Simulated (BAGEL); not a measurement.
# doublet CH2BNO+ at 4 levels

We compute a comparison of 4 runs (UHF/3-21G, ROHF/6-31G*, ROHF/def2-SVPD, UHF/def2-SVPD) of doublet CH2BNO+. 

The calculation is run with BAGEL 1.2.2.

## (1) Starting point

CH2BNO+: 6 atoms, total charge +1, spin state doublet. As SMILES of the parent species, `BN=C=O`. The coordinates come from a PBE0-D4/def2-TZVP relaxation. That shape belongs to the parent species and isn't relaxed for this state.

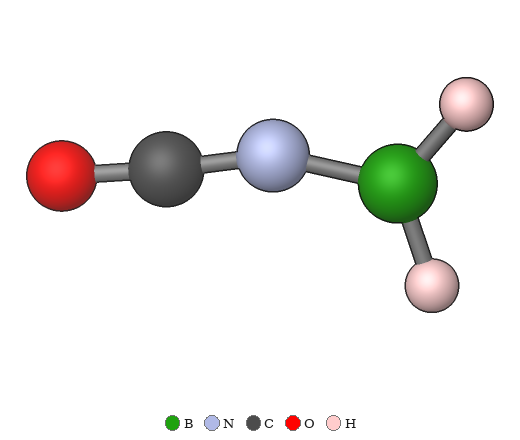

The structure, seen from a chosen angle (boron green, nitrogen light blue, carbon dark grey, oxygen red, hydrogen pink).

## (2) A single-point energy at UHF/3-21G (density fitting with qzvpp-jkfit) (run 1)

hf.json reads:

```json
{ "bagel" : [

{
  "title" : "molecule",
  "basis" : "3-21g",
  "df_basis" : "qzvpp-jkfit",
  "angstrom" : true,
  "geometry" : [
    { "atom" : "B", "xyz" : [   -0.470000,    0.955400,   -0.144700 ] },
    { "atom" : "N", "xyz" : [    0.227000,   -0.197800,    0.250100 ] },
    { "atom" : "C", "xyz" : [    0.668900,   -1.308900,    0.214400 ] },
    { "atom" : "O", "xyz" : [    1.129200,   -2.375400,    0.245600 ] },
    { "atom" : "H", "xyz" : [   -1.048600,    0.958600,   -1.190700 ] },
    { "atom" : "H", "xyz" : [   -0.464500,    1.904100,    0.579200 ] }
  ]
},
{
  "title" : "uhf",
  "charge" : 1,
  "nopen" : 1
},
{
  "title" : "print",
  "file" : "orbitals.molden",
  "orbitals" : true
}

]}
```

The run is started by

```console
$ BAGEL_NUM_THREADS=1 BAGEL hf.json > hf.out
```

The program printed:

```text
* using 1 threads per process

  ===============================================================
  ===============================================================

  *** Geometry ***

  { "atom" : "B", "xyz" : [     -0.888171,      1.805444,     -0.273443 ] },
  { "atom" : "N", "xyz" : [      0.428968,     -0.373788,      0.472621 ] },
  { "atom" : "C", "xyz" : [      1.264038,     -2.473463,      0.405157 ] },
  { "atom" : "O", "xyz" : [      2.133879,     -4.488855,      0.464117 ] },
  { "atom" : "H", "xyz" : [     -1.981567,      1.811491,     -2.250097 ] },
  { "atom" : "H", "xyz" : [     -0.877778,      3.598228,      1.094529 ] },

  Number of auxiliary basis functions:      340

  Since a DF basis is specified, we compute 2- and 3-index integrals:
    o Being stored without compression. Storage requirement is 0.004 GB

  Number of basis functions:       40
  Number of electrons      :       28

    * METHOD: MOLECULE                             0.06

  *** Open-shell HF ***

  === Nuclear Repulsion ===
    89.9409396578

      * DIIS with orbital gradients will be used.

  === UHF iteration (3-21g) ===
      0       -191.42400755          0.06292866           0.02
      1       -191.50398174          0.05585704           0.02
      2       -191.52609050          0.04916515           0.02
      3       -191.58841785          0.00503063           0.02
      4       -191.59269574          0.00403108           0.02
      5       -191.59754992          0.00317748           0.02
      6       -191.60572516          0.00167354           0.02
      7       -191.60699313          0.00150074           0.02
      8       -191.60847470          0.00081657           0.02
      9       -191.60904690          0.00048266           0.02
     10       -191.60915283          0.00017110           0.02
     11       -191.60915849          0.00004529           0.02
     12       -191.60916069          0.00001801           0.02
     13       -191.60916144          0.00000820           0.02
     14       -191.60916170          0.00000455           0.02
     15       -191.60916179          0.00000209           0.02
     16       -191.60916181          0.00000074           0.02
     17       -191.60916181          0.00000039           0.02
     18       -191.60916181          0.00000013           0.02
     19       -191.60916181          0.00000010           0.02
     20       -191.60916181          0.00000006           0.02
     21       -191.60916181          0.00000005           0.02
     22       -191.60916181          0.00000003           0.02
     23       -191.60916181          0.00000001           0.02
     24       -191.60916181          0.00000001           0.02
    * SCF iteration converged.

    * S^2 (UHF) is 0.9115

    * Permanent dipole moment:
           (    0.295158,    -0.585963,     0.093630) a.u.

    * METHOD: UHF                                  0.48

    * METHOD: PRINT                                0.00

  ===============================================================
```

It took 0.66 s on 1 thread of Arm Neoverse V2, shared host.

## (3) A single-point energy at ROHF/6-31G(d) (density fitting with qzvpp-jkfit, spherical functions) (run 2)

hf.json reads:

```json
{ "bagel": [

{
  "title": "molecule",
  "basis": "6-31gs.json",
  "df_basis": "qzvpp-jkfit",
  "angstrom": true,
  "geometry": [
    { "atom": "B", "xyz": [      -0.470000,       0.955400,      -0.144700 ] },
    { "atom": "N", "xyz": [       0.227000,      -0.197800,       0.250100 ] },
    { "atom": "C", "xyz": [       0.668900,      -1.308900,       0.214400 ] },
    { "atom": "O", "xyz": [       1.129200,      -2.375400,       0.245600 ] },
    { "atom": "H", "xyz": [      -1.048600,       0.958600,      -1.190700 ] },
    { "atom": "H", "xyz": [      -0.464500,       1.904100,       0.579200 ] }
  ]
},

{ "title": "rohf", "charge": 1, "nopen": 1 },

{ "title": "print", "file": "orbitals.molden", "orbitals": true }

]}
```

The basis set 6-31G* is read from a file made from the Basis Set Exchange's data (not shown).

The run is started by

```console
$ BAGEL_NUM_THREADS=1 BAGEL hf.json > hf.out
```

The program printed:

```text
* using 1 threads per process

  ===============================================================
  ===============================================================

  *** Geometry ***

  { "atom" : "B", "xyz" : [     -0.888171,      1.805444,     -0.273443 ] },
  { "atom" : "N", "xyz" : [      0.428968,     -0.373788,      0.472621 ] },
  { "atom" : "C", "xyz" : [      1.264038,     -2.473463,      0.405157 ] },
  { "atom" : "O", "xyz" : [      2.133879,     -4.488855,      0.464117 ] },
  { "atom" : "H", "xyz" : [     -1.981567,      1.811491,     -2.250097 ] },
  { "atom" : "H", "xyz" : [     -0.877778,      3.598228,      1.094529 ] },

  Number of auxiliary basis functions:      340

  Since a DF basis is specified, we compute 2- and 3-index integrals:
    o Being stored without compression. Storage requirement is 0.010 GB

  Number of basis functions:       60
  Number of electrons      :       28

    * METHOD: MOLECULE                             0.08

  *** Open-shell HF ***

  === Nuclear Repulsion ===
    89.9409396578

      * DIIS with orbital gradients will be used.

  === ROHF iteration (6-31gs.json) ===
      0       -192.45980913          0.05268358           0.03
      1       -192.56301458          0.04134535           0.03
      2       -192.59695793          0.03299825           0.03
      3       -192.65790931          0.00422992           0.03
      4       -192.66156934          0.00352909           0.03
      5       -192.66556188          0.00262460           0.03
      6       -192.67057812          0.00107712           0.03
      7       -192.67205749          0.00069584           0.03
      8       -192.67198908          0.00024048           0.03
      9       -192.67223675          0.00016696           0.03
     10       -192.67221903          0.00009436           0.03
     11       -192.67224311          0.00003737           0.03
     12       -192.67225797          0.00001416           0.03
     13       -192.67226908          0.00000841           0.03
     14       -192.67226990          0.00000416           0.03
     15       -192.67227086          0.00000130           0.03
     16       -192.67227116          0.00000078           0.03
     17       -192.67227121          0.00000053           0.03
     18       -192.67227126          0.00000022           0.03
     19       -192.67227127          0.00000011           0.03
     20       -192.67227131          0.00000006           0.03
     21       -192.67227132          0.00000003           0.03
     22       -192.67227133          0.00000001           0.03
     23       -192.67227134          0.00000001           0.03
    * SCF iteration converged.

    * S^2 (ROHF) is 0.7500

    * Permanent dipole moment:
           (    0.482027,    -0.989845,     0.128202) a.u.

    * METHOD: ROHF                                 0.75

    * METHOD: PRINT                                0.01

  ===============================================================
```

Wall time 0.96 s (1 thread of Arm Neoverse V2, shared host).

## (4) A single-point energy at ROHF/def2-SVPD (density fitting with qzvpp-jkfit) (run 3)

calc.json reads:

```json
{ "bagel" : [

{
  "title" : "molecule",
  "basis" : "def2-svpd.json",
  "df_basis" : "qzvpp-jkfit",
  "angstrom" : true,
  "geometry" : [
    { "atom" : "B", "xyz" : [      -0.470000,       0.955400,      -0.144700 ] },
    { "atom" : "N", "xyz" : [       0.227000,      -0.197800,       0.250100 ] },
    { "atom" : "C", "xyz" : [       0.668900,      -1.308900,       0.214400 ] },
    { "atom" : "O", "xyz" : [       1.129200,      -2.375400,       0.245600 ] },
    { "atom" : "H", "xyz" : [      -1.048600,       0.958600,      -1.190700 ] },
    { "atom" : "H", "xyz" : [      -0.464500,       1.904100,       0.579200 ] }
  ]
},

{
  "title" : "rohf",
  "charge" : 1,
  "nopen" : 1
},

{
  "title" : "print",
  "file" : "orbitals.molden",
  "orbitals" : true
}

]}
```

The basis set def2-SVPD is read from a file made from the Basis Set Exchange's data (not shown).

The run is started by

```console
$ BAGEL_NUM_THREADS=1 BAGEL calc.json > calc.out
```

The program printed:

```text
* using 1 threads per process

  ===============================================================
  ===============================================================

  *** Geometry ***

  { "atom" : "B", "xyz" : [     -0.888171,      1.805444,     -0.273443 ] },
  { "atom" : "N", "xyz" : [      0.428968,     -0.373788,      0.472621 ] },
  { "atom" : "C", "xyz" : [      1.264038,     -2.473463,      0.405157 ] },
  { "atom" : "O", "xyz" : [      2.133879,     -4.488855,      0.464117 ] },
  { "atom" : "H", "xyz" : [     -1.981567,      1.811491,     -2.250097 ] },
  { "atom" : "H", "xyz" : [     -0.877778,      3.598228,      1.094529 ] },

  Number of auxiliary basis functions:      340

  Since a DF basis is specified, we compute 2- and 3-index integrals:
    o Being stored without compression. Storage requirement is 0.027 GB

  Number of basis functions:       99
  Number of electrons      :       28

    * METHOD: MOLECULE                             0.10

  *** Open-shell HF ***

  === Nuclear Repulsion ===
    89.9409396578

      * DIIS with orbital gradients will be used.

  === ROHF iteration (def2-svpd.json) ===
      0       -192.31168919          0.03665917           0.05
      1       -192.39561891          0.03329616           0.06
      2       -192.42747512          0.02789327           0.06
      3       -192.51609687          0.00282720           0.06
      4       -192.51947969          0.00252161           0.06
      5       -192.52251317          0.00186079           0.06
      6       -192.52749402          0.00071295           0.06
      7       -192.52889981          0.00043501           0.06
      8       -192.52899430          0.00023278           0.06
      9       -192.52930582          0.00018637           0.06
     10       -192.52918693          0.00007629           0.06
     11       -192.52928205          0.00002752           0.06
     12       -192.52927693          0.00001340           0.06
     13       -192.52928691          0.00000753           0.06
     14       -192.52928776          0.00000437           0.06
     15       -192.52928938          0.00000193           0.06
     16       -192.52929010          0.00000080           0.06
     17       -192.52929042          0.00000044           0.06
     18       -192.52929040          0.00000020           0.06
     19       -192.52929039          0.00000009           0.06
     20       -192.52929035          0.00000004           0.06
     21       -192.52929036          0.00000003           0.06
     22       -192.52929036          0.00000001           0.06
     23       -192.52929036          0.00000000           0.06
    * SCF iteration converged.

    * S^2 (ROHF) is 0.7500

    * Permanent dipole moment:
           (    0.488576,    -1.024052,     0.114318) a.u.

    * METHOD: ROHF                                 1.45

    * METHOD: PRINT                                0.02

  ===============================================================
```

Wall time 1.7 s (1 thread of Arm Neoverse V2, shared host); peak memory 0.096 GiB.

## (5) A single-point energy at UHF/def2-SVPD (density fitting with qzvpp-jkfit) (run 4)

input.json reads:

```json
{ "bagel": [

{
  "title": "molecule",
  "basis": "def2-svpd.json",
  "df_basis": "qzvpp-jkfit",
  "angstrom": true,
  "geometry": [
    { "atom": "B", "xyz": [      -0.470000,       0.955400,      -0.144700 ] },
    { "atom": "N", "xyz": [       0.227000,      -0.197800,       0.250100 ] },
    { "atom": "C", "xyz": [       0.668900,      -1.308900,       0.214400 ] },
    { "atom": "O", "xyz": [       1.129200,      -2.375400,       0.245600 ] },
    { "atom": "H", "xyz": [      -1.048600,       0.958600,      -1.190700 ] },
    { "atom": "H", "xyz": [      -0.464500,       1.904100,       0.579200 ] }
  ]
},

{
  "title": "uhf",
  "charge": 1,
  "nopen": 1
},

{
  "title": "print",
  "file": "orbitals.molden",
  "orbitals": true
}

]}
```

The basis set def2-SVPD is read from a file made from the Basis Set Exchange's data (not shown).

The run is started by

```console
$ BAGEL_NUM_THREADS=1 BAGEL input.json > input.out
```

The program printed:

```text
* using 1 threads per process

  ===============================================================
  ===============================================================

  *** Geometry ***

  { "atom" : "B", "xyz" : [     -0.888171,      1.805444,     -0.273443 ] },
  { "atom" : "N", "xyz" : [      0.428968,     -0.373788,      0.472621 ] },
  { "atom" : "C", "xyz" : [      1.264038,     -2.473463,      0.405157 ] },
  { "atom" : "O", "xyz" : [      2.133879,     -4.488855,      0.464117 ] },
  { "atom" : "H", "xyz" : [     -1.981567,      1.811491,     -2.250097 ] },
  { "atom" : "H", "xyz" : [     -0.877778,      3.598228,      1.094529 ] },

  Number of auxiliary basis functions:      340

  Since a DF basis is specified, we compute 2- and 3-index integrals:
    o Being stored without compression. Storage requirement is 0.027 GB

  Number of basis functions:       99
  Number of electrons      :       28

    * METHOD: MOLECULE                             0.10

  *** Open-shell HF ***

  === Nuclear Repulsion ===
    89.9409396578

      * DIIS with orbital gradients will be used.

  === UHF iteration (def2-svpd.json) ===
      0       -192.31168919          0.03665917           0.05
      1       -192.40363851          0.03309567           0.05
      2       -192.43945613          0.02753236           0.05
      3       -192.52585122          0.00269306           0.05
      4       -192.53048984          0.00238666           0.05
      5       -192.53428010          0.00185175           0.05
      6       -192.54286137          0.00106579           0.05
      7       -192.54481091          0.00084804           0.05
      8       -192.54663211          0.00065441           0.05
      9       -192.54690520          0.00064289           0.05
     10       -192.54764669          0.00037513           0.05
     11       -192.54794081          0.00009686           0.05
     12       -192.54796421          0.00003552           0.05
     13       -192.54796713          0.00001836           0.05
     14       -192.54796835          0.00000769           0.05
     15       -192.54796900          0.00000368           0.05
     16       -192.54796910          0.00000165           0.05
     17       -192.54796911          0.00000101           0.05
     18       -192.54796912          0.00000044           0.05
     19       -192.54796912          0.00000022           0.05
     20       -192.54796912          0.00000012           0.05
     21       -192.54796912          0.00000005           0.05
     22       -192.54796912          0.00000003           0.05
     23       -192.54796912          0.00000002           0.05
     24       -192.54796912          0.00000001           0.06
     25       -192.54796912          0.00000000           0.06
    * SCF iteration converged.

    * S^2 (UHF) is 0.9021

    * Permanent dipole moment:
           (    0.315075,    -0.655487,     0.077389) a.u.

    * METHOD: UHF                                  1.51

    * METHOD: PRINT                                0.02

  ===============================================================
```

Run time: 1.8 s. Hardware: 1 thread of Arm Neoverse V2, shared host; peak memory 0.096 GiB.

## (6) All runs side by side

```csv
run,level,energy (Eh),⟨S²⟩,wall time
1,UHF/3-21G (density fitting with qzvpp-jkfit),-191.609162,0.911,0.66 s
2,"ROHF/6-31G* (density fitting with qzvpp-jkfit, spherical functions)",-192.672271,0.750,0.96 s
3,ROHF/def2-SVPD (density fitting with qzvpp-jkfit),-192.529290,0.750,1.7 s
4,UHF/def2-SVPD (density fitting with qzvpp-jkfit),-192.547969,0.902,1.8 s
```

## (7) Summary of results

```
           quantity          value
run 4: total energy  -192.54797 Eh
        run 4: ⟨S²⟩          0.902
```

Spin contamination of the reference: run 1 ⟨S²⟩ = 0.91, run 4 ⟨S²⟩ = 0.90. All runs together took 5.1 s, the longest 1.8 s.
